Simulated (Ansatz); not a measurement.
Run report: AlSiH3ClOF, molecular dynamics (part 4 of 4)

The same run, continued: AlSiH3ClOF; RKS PBE0-D4/6-31G (Ansatz 0.2.0). It belongs to a series of runs on one base structure; here: dynamics from the start.

Geometry of the input (Å):
```
Al -0.1399  0.0233  0.0686
F  -0.0567  0.6618  1.6365
O  1.1514  -0.7589  -0.6489
Si 2.4573  -1.5526  -1.3918
H  1.9302  -2.6205  -2.3066
H  3.2508  -0.5509  -2.1802
H  3.3265  -2.1732  -0.3360
Cl -2.0234  0.2694  -0.9667
```

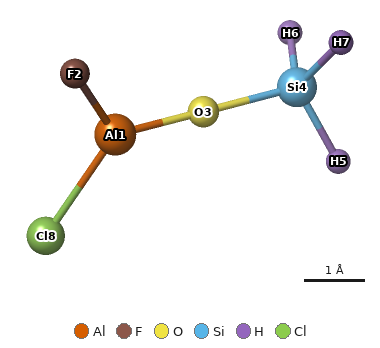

Fig. 1: The geometry at step 188 of the log (ball-and-stick view, seen at a tilt; atoms are numbered from 1 in the order of the input).

Trajectory as extended XYZ, continued
```
8
Properties=species:S:1:pos:R:3:forces:R:3 step=120 time_fs=60.0 energy=-31795.88312 temperature=80.5
Al   -0.1486    0.0306    0.0765   -0.9209   0.4772   0.3654
F     0.0670    0.6315    1.6549   -0.1656  -0.0339  -0.2298
O     1.0477   -0.7560   -0.7298    1.3320  -0.7220  -0.5896
Si    2.4459   -1.5237   -1.3495   -0.1689  -0.0211  -0.1515
H     2.1218   -2.6790   -2.2499   -0.2765   0.1643  -0.1975
H     3.3006   -0.5158   -2.0811   -0.1380  -0.0767   0.1301
H     3.1964   -2.1861   -0.2521    0.2223   0.1321   0.3950
Cl   -2.0335    0.2580   -0.9932    0.1156   0.0801   0.2779
8
Properties=species:S:1:pos:R:3:forces:R:3 step=125 time_fs=62.5 energy=-31795.87499 temperature=70.1
Al   -0.1513    0.0278    0.0699   -1.0416   0.6754   0.7256
F     0.0699    0.6313    1.6550   -0.2084  -0.0948  -0.4053
O     1.0461   -0.7547   -0.7233    1.7509  -0.9210  -0.8211
Si    2.4529   -1.5224   -1.3495   -0.4862  -0.2129   0.1226
H     2.0977   -2.6744   -2.2447   -0.2226   0.1831  -0.1902
H     3.3032   -0.5293   -2.0796   -0.0260   0.0790   0.0348
H     3.2049   -2.2003   -0.2511    0.1471   0.2116   0.2804
Cl   -2.0371    0.2600   -0.9915    0.0868   0.0796   0.2531
8
Properties=species:S:1:pos:R:3:forces:R:3 step=130 time_fs=65.0 energy=-31795.88601 temperature=84.3
Al   -0.1563    0.0265    0.0649   -0.8403   0.6409   0.8153
F     0.0721    0.6307    1.6537   -0.2419  -0.1282  -0.5074
O     1.0510   -0.7568   -0.7199    1.6549  -0.8115  -0.7599
Si    2.4588   -1.5216   -1.3492   -0.6027  -0.4880   0.3711
H     2.0671   -2.6644   -2.2451   -0.1341   0.1929  -0.1529
H     3.3049   -0.5405   -2.0771    0.0910   0.2166  -0.0636
H     3.2177   -2.2082   -0.2420    0.0282   0.2976   0.0782
Cl   -2.0404    0.2621   -0.9895    0.0450   0.0797   0.2192
8
Properties=species:S:1:pos:R:3:forces:R:3 step=135 time_fs=67.5 energy=-31795.91075 temperature=116.1
Al   -0.1631    0.0265    0.0617   -0.3575   0.3983   0.6530
F     0.0736    0.6298    1.6509   -0.2636  -0.1318  -0.5287
O     1.0619   -0.7619   -0.7193    1.0880  -0.4307  -0.4369
Si    2.4635   -1.5219   -1.3481   -0.5077  -0.6768   0.4459
H     2.0325   -2.6486   -2.2500   -0.0242   0.1770  -0.1065
H     3.3093   -0.5455   -2.0764    0.1384   0.2511  -0.1014
H     3.2314   -2.2072   -0.2304   -0.0679   0.3332  -0.1046
Cl   -2.0437    0.2644   -0.9871   -0.0054   0.0797   0.1792
8
Properties=species:S:1:pos:R:3:forces:R:3 step=139 time_fs=69.5 energy=-31795.92795 temperature=138.2
Al   -0.1692    0.0272    0.0602    0.1282   0.1220   0.4089
F     0.0741    0.6288    1.6474   -0.2720  -0.1154  -0.4920
O     1.0737   -0.7672   -0.7200    0.4264  -0.0158  -0.0691
Si    2.4664   -1.5231   -1.3466   -0.3073  -0.6942   0.3375
H     2.0041   -2.6321   -2.2563    0.0673   0.1383  -0.0753
H     3.3156   -0.5442   -2.0778    0.1035   0.1831  -0.0697
H     3.2411   -2.1994   -0.2231   -0.0992   0.3029  -0.1863
Cl   -2.0464    0.2664   -0.9849   -0.0469   0.0791   0.1460
8
Properties=species:S:1:pos:R:3:forces:R:3 step=144 time_fs=72.0 energy=-31795.93083 temperature=141.9
Al   -0.1765    0.0282    0.0591    0.7091  -0.2283   0.0601
F     0.0741    0.6272    1.6417   -0.2719  -0.0758  -0.3920
O     1.0897   -0.7738   -0.7210   -0.4409   0.5065   0.4020
Si    2.4696   -1.5259   -1.3441   -0.0018  -0.5506   0.0371
H     1.9707   -2.6080   -2.2663    0.1718   0.0590  -0.0503
H     3.3259   -0.5380   -2.0813   -0.0024   0.0218   0.0205
H     3.2507   -2.1817   -0.2189   -0.0707   0.1902  -0.1848
Cl   -2.0497    0.2689   -0.9820   -0.0930   0.0771   0.1074
8
Properties=species:S:1:pos:R:3:forces:R:3 step=149 time_fs=74.5 energy=-31795.91211 temperature=117.9
Al   -0.1822    0.0288    0.0581    1.1364  -0.5038  -0.2528
F     0.0732    0.6253    1.6348   -0.2628  -0.0221  -0.2516
O     1.1040   -0.7785   -0.7205   -1.1239   0.8994   0.7622
Si    2.4727   -1.5299   -1.3415    0.2164  -0.2877  -0.3216
H     1.9423   -2.5822   -2.2777    0.2536  -0.0408  -0.0377
H     3.3362   -0.5312   -2.0842   -0.1118  -0.1382   0.1089
H     3.2583   -2.1585   -0.2199    0.0166   0.0202  -0.0847
Cl   -2.0533    0.2715   -0.9789   -0.1245   0.0730   0.0772
8
Properties=species:S:1:pos:R:3:forces:R:3 step=154 time_fs=77.0 energy=-31795.89036 temperature=89.9
Al   -0.1854    0.0283    0.0566    1.3398  -0.6569  -0.4724
F     0.0714    0.6234    1.6271   -0.2490   0.0372  -0.0950
O     1.1143   -0.7799   -0.7172   -1.4439   1.0620   0.9191
Si    2.4763   -1.5345   -1.3396    0.2352   0.0088  -0.5812
H     1.9215   -2.5576   -2.2903    0.3053  -0.1395  -0.0267
H     3.3433   -0.5283   -2.0840   -0.1678  -0.2213   0.1458
H     3.2664   -2.1347   -0.2234    0.1147  -0.1566   0.0511
Cl   -2.0570    0.2743   -0.9757   -0.1343   0.0663   0.0593
8
Properties=species:S:1:pos:R:3:forces:R:3 step=159 time_fs=79.5 energy=-31795.88627 temperature=84.6
Al   -0.1857    0.0263    0.0540    1.2955  -0.6668  -0.5646
F     0.0689    0.6216    1.6190   -0.2352   0.0935   0.0529
O     1.1192   -0.7773   -0.7105   -1.3268   0.9535   0.8332
Si    2.4803   -1.5390   -1.3390    0.0522   0.2551  -0.6132
H     1.9097   -2.5372   -2.3036    0.3247  -0.2171  -0.0068
H     3.3456   -0.5318   -2.0795   -0.1471  -0.1944   0.1124
H     3.2778   -2.1154   -0.2255    0.1558  -0.2801   0.1313
Cl   -2.0610    0.2772   -0.9724   -0.1191   0.0564   0.0548
8
Properties=species:S:1:pos:R:3:forces:R:3 step=163 time_fs=81.5 energy=-31795.89686 temperature=98.2
Al   -0.1838    0.0236    0.0511    1.0846  -0.5685  -0.5340
F     0.0663    0.6204    1.6127   -0.2267   0.1309   0.1505
O     1.1196   -0.7727   -0.7029   -0.9416   0.6867   0.5999
Si    2.4836   -1.5423   -1.3393   -0.1804   0.3736  -0.4477
H     1.9072   -2.5253   -2.3145    0.3179  -0.2551   0.0190
H     3.3443   -0.5387   -2.0736   -0.0802  -0.0988   0.0415
H     3.2901   -2.1058   -0.2246    0.1156  -0.3147   0.1108
Cl   -2.0643    0.2796   -0.9696   -0.0893   0.0459   0.0598
8
Properties=species:S:1:pos:R:3:forces:R:3 step=168 time_fs=84.0 energy=-31795.91084 temperature=116.2
Al   -0.1794    0.0192    0.0463    0.6305  -0.3250  -0.3684
F     0.0625    0.6192    1.6052   -0.2201   0.1635   0.2353
O     1.1170   -0.7647   -0.6915   -0.2031   0.1935   0.1574
Si    2.4873   -1.5458   -1.3406   -0.4786   0.4187  -0.0777
H     1.9126   -2.5174   -2.3274    0.2860  -0.2695   0.0617
H     3.3407   -0.5497   -2.0652    0.0346   0.0723  -0.0717
H     3.3083   -2.1021   -0.2208   -0.0154  -0.2830  -0.0100
Cl   -2.0686    0.2827   -0.9661   -0.0338   0.0295   0.0734
8
Properties=species:S:1:pos:R:3:forces:R:3 step=173 time_fs=86.5 energy=-31795.90871 temperature=113.5
Al   -0.1735    0.0141    0.0408    0.0438   0.0078  -0.1006
F     0.0579    0.6185    1.5984   -0.2168   0.1784   0.2765
O     1.1138   -0.7560   -0.6795    0.6394  -0.3666  -0.3532
Si    2.4901   -1.5483   -1.3421   -0.6840   0.4056   0.2984
H     1.9265   -2.5175   -2.3385    0.2342  -0.2499   0.1083
H     3.3380   -0.5585   -2.0589    0.1237   0.2203  -0.1578
H     3.3260   -2.1068   -0.2173   -0.1745  -0.2056  -0.1616
Cl   -2.0729    0.2858   -0.9625    0.0342   0.0099   0.0899
8
Properties=species:S:1:pos:R:3:forces:R:3 step=178 time_fs=89.0 energy=-31795.89564 temperature=96.7
Al   -0.1676    0.0090    0.0351   -0.5263   0.3397   0.1826
F     0.0527    0.6184    1.5926   -0.2135   0.1780   0.2827
O     1.1129   -0.7487   -0.6689    1.3479  -0.8494  -0.7963
Si    2.4914   -1.5499   -1.3429   -0.7196   0.4137   0.4994
H     1.9474   -2.5250   -2.3464    0.1700  -0.2038   0.1481
H     3.3389   -0.5610   -2.0572    0.1255   0.2604  -0.1638
H     3.3386   -2.1176   -0.2186   -0.2886  -0.1268  -0.2565
Cl   -2.0772    0.2889   -0.9587    0.1045  -0.0117   0.1038
8
Properties=species:S:1:pos:R:3:forces:R:3 step=183 time_fs=91.5 energy=-31795.89290 temperature=93.2
Al   -0.1628    0.0046    0.0297   -0.8936   0.5580   0.3718
F     0.0468    0.6189    1.5876   -0.2064   0.1674   0.2685
O     1.1169   -0.7445   -0.6611    1.6832  -1.1108  -1.0370
Si    2.4912   -1.5507   -1.3427   -0.5682   0.4644   0.4434
H     1.9733   -2.5385   -2.3499    0.0989  -0.1410   0.1708
H     3.3433   -0.5561   -2.0601    0.0319   0.1721  -0.0831
H     3.3428   -2.1324   -0.2272   -0.3128  -0.0767  -0.2449
Cl   -2.0813    0.2920   -0.9548    0.1671  -0.0333   0.1104
8
Properties=species:S:1:pos:R:3:forces:R:3 step=188 time_fs=94.0 energy=-31795.91033 temperature=115.6
Al   -0.1600    0.0014    0.0252   -0.9280   0.5854   0.3943
F     0.0402    0.6199    1.5835   -0.1936   0.1518   0.2467
O     1.1272   -0.7444   -0.6572    1.4938  -1.0594  -0.9934
Si    2.4898   -1.5504   -1.3416   -0.2723   0.4966   0.1656
H     2.0022   -2.5563   -2.3483    0.0248  -0.0719   0.1683
H     3.3485   -0.5461   -2.0654   -0.1000   0.0164   0.0361
H     3.3378   -2.1495   -0.2430   -0.2389  -0.0659  -0.1248
Cl   -2.0851    0.2950   -0.9506    0.2142  -0.0531   0.1073
8
Properties=species:S:1:pos:R:3:forces:R:3 step=192 time_fs=96.0 energy=-31795.92989 temperature=140.7
Al   -0.1592   -0.0002    0.0222   -0.7194   0.4730   0.2974
F     0.0345    0.6210    1.5807   -0.1791   0.1376   0.2277
O     1.1394   -0.7472   -0.6568    0.9727  -0.7964  -0.7613
Si    2.4882   -1.5495   -1.3405    0.0315   0.4466  -0.1439
H     2.0260   -2.5721   -2.3434   -0.0349  -0.0188   0.1454
H     3.3508   -0.5376   -2.0691   -0.1812  -0.0966   0.1156
H     3.3286   -2.1646   -0.2584   -0.1281  -0.0788   0.0213
Cl   -2.0879    0.2974   -0.9472    0.2385  -0.0667   0.0977
8
Properties=species:S:1:pos:R:3:forces:R:3 step=197 time_fs=98.5 energy=-31795.94123 temperature=155.3
Al   -0.1595   -0.0012    0.0190   -0.2799   0.2339   0.1014
F     0.0268    0.6229    1.5779   -0.1576   0.1179   0.2001
O     1.1578   -0.7532   -0.6587    0.0151  -0.2791  -0.3101
Si    2.4863   -1.5474   -1.3393    0.4607   0.2322  -0.5186
H     2.0547   -2.5924   -2.3336   -0.1075   0.0378   0.0921
H     3.3488   -0.5295   -2.0706   -0.2077  -0.1682   0.1570
H     3.3140   -2.1857   -0.2767    0.0236  -0.0940   0.1999
Cl   -2.0910    0.3003   -0.9427    0.2533  -0.0805   0.0783
8
Properties=species:S:1:pos:R:3:forces:R:3 step=202 time_fs=101.0 energy=-31795.92724 temperature=137.3
Al   -0.1605   -0.0018    0.0160    0.1850  -0.0135  -0.0821
F     0.0187    0.6251    1.5758   -0.1353   0.0946   0.1624
O     1.1762   -0.7603   -0.6617   -1.0099   0.2896   0.1770
Si    2.4855   -1.5450   -1.3393    0.8908  -0.1553  -0.7426
H     2.0801   -2.6115   -2.3210   -0.1731   0.0798   0.0189
H     3.3408   -0.5263   -2.0675   -0.1361  -0.1385   0.1197
H     3.2999   -2.2095   -0.2893    0.1236  -0.0659   0.2931
Cl   -2.0937    0.3030   -0.9381    0.2550  -0.0908   0.0535
8
Properties=species:S:1:pos:R:3:forces:R:3 step=207 time_fs=103.5 energy=-31795.89818 temperature=99.9
Al   -0.1611   -0.0024    0.0128    0.5255  -0.1834  -0.1768
F     0.0101    0.6276    1.5742   -0.1151   0.0664   0.1099
O     1.1908   -0.7663   -0.6642   -1.7900   0.7274   0.5414
Si    2.4865   -1.5428   -1.3408    1.2059  -0.6276  -0.7195
H     2.1004   -2.6283   -2.3078   -0.2249   0.1077  -0.0604
H     3.3289   -0.5270   -2.0611    0.0132  -0.0220   0.0178
H     3.2893   -2.2351   -0.2934    0.1358   0.0302   0.2602
Cl   -2.0960    0.3056   -0.9334    0.2496  -0.0986   0.0273
8
Properties=species:S:1:pos:R:3:forces:R:3 step=212 time_fs=106.0 energy=-31795.87674 temperature=72.3
Al   -0.1606   -0.0034    0.0093    0.6600  -0.2314  -0.1509
F     0.0012    0.6303    1.5729   -0.0986   0.0338   0.0435
O     1.1989   -0.7697   -0.6646   -2.0818   0.8909   0.6614
Si    2.4901   -1.5420   -1.3438    1.2696  -1.0068  -0.4626
H     2.1140   -2.6419   -2.2965   -0.2562   0.1267  -0.1297
H     3.3175   -0.5283   -2.0541    0.1802   0.1208  -0.1013
H     3.2827   -2.2597   -0.2899    0.0844   0.1706   0.1367
Cl   -2.0978    0.3080   -0.9287    0.2425  -0.1045   0.0030
8
Properties=species:S:1:pos:R:3:forces:R:3 step=216 time_fs=108.0 energy=-31795.87649 temperature=72.0
Al   -0.1591   -0.0045    0.0063    0.6010  -0.1745  -0.0452
F    -0.0062    0.6325    1.5719   -0.0877   0.0063  -0.0149
O     1.1997   -0.7700   -0.6632   -1.8996   0.7870   0.5510
Si    2.4949   -1.5429   -1.3470    1.1073  -1.1183  -0.1704
H     2.1194   -2.6500   -2.2901   -0.2635   0.1399  -0.1689
H     3.3119   -0.5270   -2.0505    0.2694   0.1910  -0.1627
H     3.2792   -2.2759   -0.2841    0.0348   0.2770   0.0245
Cl   -2.0990    0.3098   -0.9249    0.2383  -0.1085  -0.0135
8
Properties=species:S:1:pos:R:3:forces:R:3 step=221 time_fs=110.5 energy=-31795.89458 temperature=95.3
Al   -0.1561   -0.0062    0.0024    0.3337   0.0029   0.1700
F    -0.0156    0.6353    1.5707   -0.0747  -0.0260  -0.0835
O     1.1946   -0.7678   -0.6598   -1.2289   0.4087   0.1983
Si    2.5030   -1.5460   -1.3512    0.7084  -0.9494   0.1633
H     2.1191   -2.6564   -2.2866   -0.2486   0.1583  -0.1899
H     3.3121   -0.5203   -2.0503    0.2729   0.1602  -0.1535
H     3.2759   -2.2886   -0.2762    0.0014   0.3579  -0.0745
Cl   -2.1001    0.3118   -0.9202    0.2357  -0.1127  -0.0301
8
Properties=species:S:1:pos:R:3:forces:R:3 step=226 time_fs=113.0 energy=-31795.91239 temperature=118.2
Al   -0.1524   -0.0079   -0.0011   -0.0844   0.2558   0.4293
F    -0.0253    0.6381    1.5693   -0.0598  -0.0505  -0.1327
O     1.1850   -0.7642   -0.6556   -0.2836  -0.1188  -0.2764
Si    2.5126   -1.5512   -1.3551    0.2153  -0.5080   0.3508
H     2.1115   -2.6581   -2.2888   -0.2074   0.1793  -0.1769
H     3.3202   -0.5092   -2.0545    0.1660   0.0038  -0.0570
H     3.2726   -2.2907   -0.2703    0.0199   0.3544  -0.0935
Cl   -2.1008    0.3137   -0.9155    0.2340  -0.1160  -0.0435
8
Properties=species:S:1:pos:R:3:forces:R:3 step=231 time_fs=115.5 energy=-31795.91150 temperature=117.0
Al   -0.1489   -0.0091   -0.0036   -0.5231   0.5045   0.6557
F    -0.0352    0.6407    1.5674   -0.0401  -0.0612  -0.1464
O     1.1742   -0.7610   -0.6524    0.6443  -0.6271  -0.7224
Si    2.5226   -1.5575   -1.3583   -0.2741   0.0288   0.3699
H     2.0977   -2.6544   -2.2962   -0.1427   0.1966  -0.1336
H     3.3331   -0.4981   -2.0603    0.0210  -0.1918   0.0656
H     3.2701   -2.2825   -0.2671    0.0859   0.2679  -0.0322
Cl   -2.1011    0.3154   -0.9109    0.2287  -0.1177  -0.0565
8
Properties=species:S:1:pos:R:3:forces:R:3 step=236 time_fs=118.0 energy=-31795.89876 temperature=100.7
Al   -0.1465   -0.0091   -0.0047   -0.8108   0.6466   0.7582
F    -0.0452    0.6431    1.5651   -0.0142  -0.0530  -0.1126
O     1.1658   -0.7601   -0.6519    1.2827  -0.9594  -1.0045
Si    2.5321   -1.5637   -1.3607   -0.6972   0.4807   0.2865
H     2.0797   -2.6448   -2.3075   -0.0615   0.1971  -0.0720
H     3.3468   -0.4926   -2.0643   -0.0834  -0.3261   0.1475
H     3.2702   -2.2664   -0.2647    0.1702   0.1311   0.0688
Cl   -2.1010    0.3169   -0.9064    0.2143  -0.1170  -0.0720
8
Properties=species:S:1:pos:R:3:forces:R:3 step=240 time_fs=120.0 energy=-31795.89527 temperature=96.2
Al   -0.1458   -0.0081   -0.0044   -0.8377   0.6277   0.7042
F    -0.0533    0.6448    1.5629    0.0110  -0.0317  -0.0487
O     1.1625   -0.7619   -0.6542    1.4639  -1.0280  -1.0543
Si    2.5387   -1.5680   -1.3622   -0.9494   0.6969   0.2206
H     2.0638   -2.6329   -2.3182    0.0076   0.1756  -0.0216
H     3.3562   -0.4949   -2.0644   -0.1071  -0.3479   0.1578
H     3.2738   -2.2505   -0.2615    0.2182   0.0218   0.1297
Cl   -2.1007    0.3179   -0.9029    0.1937  -0.1144  -0.0877
8
Properties=species:S:1:pos:R:3:forces:R:3 step=245 time_fs=122.5 energy=-31795.90789 temperature=112.4
Al   -0.1467   -0.0057   -0.0026   -0.5931   0.4251   0.4611
F    -0.0633    0.6470    1.5602    0.0472   0.0104   0.0704
O     1.1631   -0.7676   -0.6605    1.2534  -0.8521  -0.8872
Si    2.5450   -1.5720   -1.3636   -1.1120   0.7427   0.2209
H     2.0443   -2.6135   -2.3321    0.0870   0.1135   0.0267
H     3.3652   -0.5069   -2.0606   -0.0550  -0.2580   0.0974
H     3.2842   -2.2301   -0.2541    0.2156  -0.0728   0.1227
Cl   -2.1000    0.3191   -0.8987    0.1570  -0.1089  -0.1119
8
Properties=species:S:1:pos:R:3:forces:R:3 step=250 time_fs=125.0 energy=-31795.92458 temperature=133.9
Al   -0.1488   -0.0023    0.0002   -0.1329   0.0841   0.0861
F    -0.0732    0.6492    1.5576    0.0871   0.0609   0.2118
O     1.1683   -0.7764   -0.6701    0.6699  -0.4511  -0.5232
Si    2.5490   -1.5744   -1.3645   -1.0794   0.5742   0.3259
H     2.0274   -2.5908   -2.3453    0.1476   0.0152   0.0480
H     3.3728   -0.5264   -2.0539    0.0622  -0.0737  -0.0197
H     3.3007   -2.2117   -0.2432    0.1332  -0.1073   0.0111
Cl   -2.0990    0.3200   -0.8946    0.1124  -0.1022  -0.1400
```

Key numbers

- outcome: finished
- mean temperature over the second half: 109 K
- trajectory: 250 steps, 125 fs
- ensemble: nve
- temperature in the input: 200.0 K
- time step: 0.5 fs
- potential energy (last step): −31795.9246 eV
- mean-field energy (last step): −31795.7720 eV
- largest force (length of the vector) (last step): 1.265 eV/Å
- hardware: 1 thread of AMD EPYC (Zen 5), 32 GiB of memory available, shared host
- wall time: 5.3 min
- peak memory: 0.16 GiB

Notes

So short a trajectory is not equilibrated.
